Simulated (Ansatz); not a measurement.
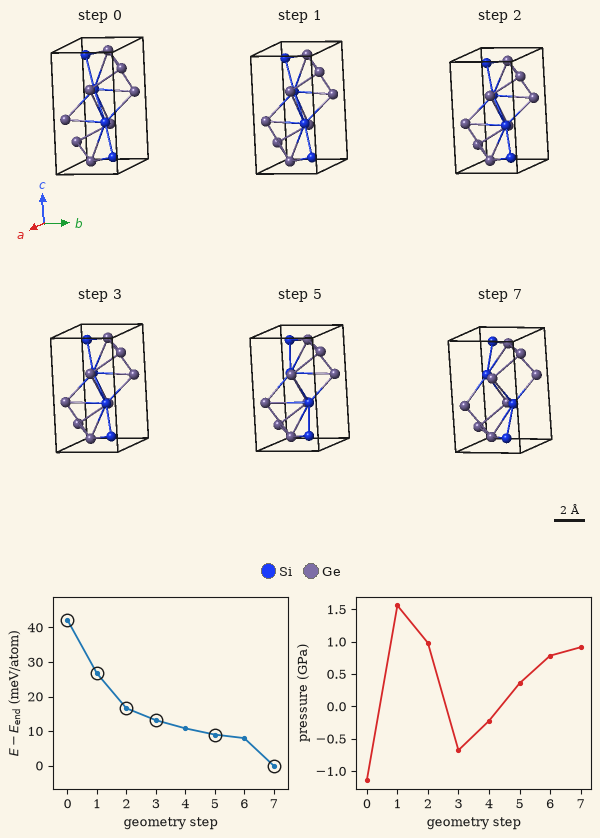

Frames of a relaxation of a crystal of SiGe2 (a generated structure, set up in P1) (coarse preliminary run), marked on the history of the run. A ball-and-stick model of the cell of the calculation, seen slightly off an axis.

Theory: DFT PBE, scalar-relativistic, plane waves, PAW in Ansatz.

Input file:
```yaml
crystal:
  lattice:
    - [3.2643354299, 3.0866092476, -2.6641306672]
    - [-3.2319980412, 3.1601540366, -2.5340582727]
    - [-0.1794269667, 6.5881905, 5.6176198251]
  atoms:
    - { symbol: Si, position: [0.8754159731, 0.8755907147, 0.1233413298] }
    - { symbol: Si, position: [0.3822003034, 0.3629810292, 0.6239803558] }
    - { symbol: Si, position: [0.6175082863, 0.6388883432, 0.3778947629] }
    - { symbol: Si, position: [0.1205782279, 0.1137262704, 0.8732672978] }
    - { symbol: Ge, position: [0.1699176615, 0.4902750895, 0.3114343413] }
    - { symbol: Ge, position: [0.670240733, 0.9727950439, 0.8289765142] }
    - { symbol: Ge, position: [0.7935506523, 0.0809370684, 0.4242650941] }
    - { symbol: Ge, position: [0.2881203009, 0.5701388743, 0.9298215819] }
    - { symbol: Ge, position: [0.335720202, 0.0154887668, 0.1868091836] }
    - { symbol: Ge, position: [0.8205384653, 0.5138135507, 0.671331935] }
    - { symbol: Ge, position: [0.7112998988, 0.4281861227, 0.0694819769] }
    - { symbol: Ge, position: [0.2149092955, 0.9371791262, 0.5793956266] }
basis:
  ecutwfc: 420
kpoints:
  mp_grid: { grid: [4, 4, 4] }
hamiltonian:
  xc: pbe
scf:
  occupations: { method: gaussian, width: 0.2 }
  lower_state_search: "off"
output:
  forces: true
  stress: true
  eigenvalues: true
relax:
  adjacent_minimum: "off"
  f_tol: 0.025
  max_steps: 60
  cell: { stress_tol: 0.25 }
```

Command:
```bash
ansatz run input.yaml --threads 1 --pin off --max-ram 2560MiB --backend cpu --events-out ev --progress --plain --runs-dir out
```

**Describe the path.**

The run was cut off at its time limit before the relaxation converged, so the last structure is only a point on the way. Over 7 geometry steps the energy falls by 42.2 meV per atom. The largest force component goes from 0.52 to 0.23 eV/Å. The pressure goes from −1.14 to 0.91 GPa. The largest move relative to the cell is that of Si1, 0.61 Å along [1 −1 0]. By element the largest moves are Si 0.61 Å, Ge 0.37 Å. The drawn cell changes as follows: a 5.223 → 5.187 Å (−0.7 %), b 5.182 → 5.383 Å (+3.9 %), c 8.660 → 7.989 Å (−7.7 %), α 80.8° → 82.7°, β 83.9° → 81.7°, γ 77.3° → 79.1°; the volume changes by −4.2 %. Some distances before and after: Si1–Ge11 2.780 → 3.444 Å, Si4–Ge8 2.740 → 3.384 Å, Ge6–Ge9 3.407 → 2.764 Å, Ge5–Ge10 3.447 → 2.821 Å. Among the angles between lasting bonds that change: Ge6–Si4–Ge8 138.5° → 164.6°, Ge10–Si2–Ge12 141.0° → 164.4°, Si2–Ge10–Si4 109.5° → 88.8°. The space group stays P1 (No. 1). The run took 9.2 min on 1 thread of Arm Neoverse V1, on a shared host, peak memory 0.8 GiB. From step 0 to 1: Ge10 moves most (0.13 Å), volume −4.7 %, energy −15.4 meV per atom. From step 1 to 2: Si4 moves most (0.11 Å), volume +0.9 %, energy −10.1 meV per atom. From step 2 to 3: Ge atoms move most (0.06 Å), volume +2.2 %, energy −3.5 meV per atom. From step 3 to 5: Si1 moves most (0.22 Å), volume −1.7 %, energy −4.2 meV per atom. From step 5 to 7: Si atoms move most (0.25 Å), volume −0.9 %, energy −9.0 meV per atom.

```csv
step,"E − E(0), meV/atom","largest force component, eV/Å","pressure, GPa","volume, Å³/atom"
0,0.00,0.5186,-1.14,18.759
1,-15.43,0.2775,1.56,17.882
2,-25.54,0.1711,0.98,18.037
3,-28.99,0.0727,-0.68,18.440
4,-31.35,0.0763,-0.22,18.309
5,-33.15,0.0396,0.36,18.127
6,-34.17,0.1328,0.78,18.014
7,-42.15,0.2321,0.91,17.967
```
